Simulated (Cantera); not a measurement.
A closed system holds: 1 mol CsOH, 0.39 mol H2O, 0.4 mol H2, at 10.0 mbar.

Method: chemical equilibrium by Gibbs-energy minimisation in Cantera with the NASA 1993 tables (ideal gas, pure condensed phases). Candidate condensed phases: Cs, CsOH, H2O; 15 gas species. The numbers say what is thermodynamically allowed, not how fast it happens.

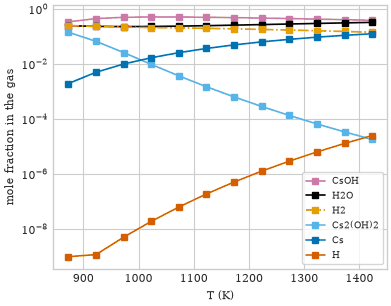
Figure. Equilibrium gas composition (values under 1e-9 drawn at 1e-9)

Task: Read off the mole fractions at 873 K.

Result: CsOH about 0.35, H2 about 0.25, H2O about 0.25, Cs2(OH)2 about 0.14, Cs about 0.0020.
